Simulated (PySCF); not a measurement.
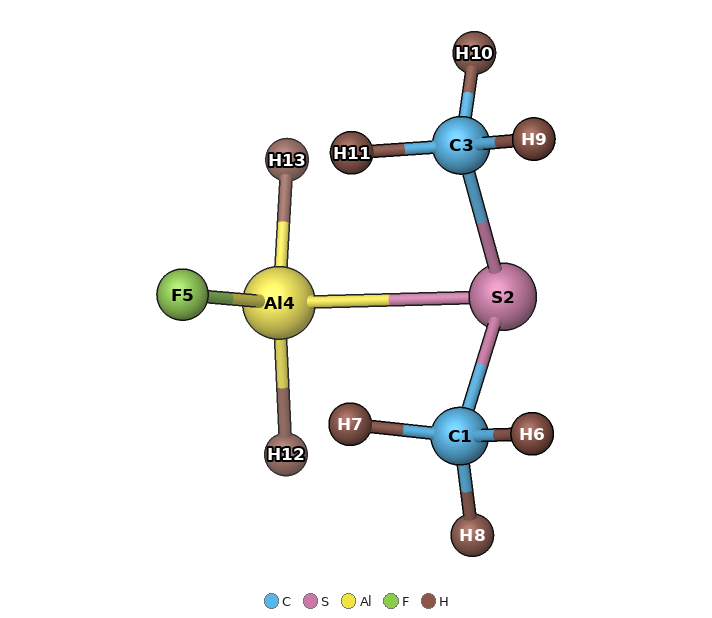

The geometry was computed by an optimisation with PBE0-D3(BJ)/def2-SVP. No frequency run is at hand to confirm it as a minimum. Method: delta-SCF UKS SCAN, pcX-2 on the ionised atom, pcseg-1 elsewhere, spin-free X2C (PySCF 2.14.0).

Give the core-electron binding energies (to vacuum; p and d levels without spin–orbit splitting) of C1 1s, S2 1s, S2 2p, Al4 1s, Al4 2p, F5 1s.

```csv
atom,level,binding energy (eV)
C1,1s,292.0
S2,1s,2478.4
S2,2p,171.0
Al4,1s,1566.4
Al4,2p,79.9
F5,1s,690.6
```
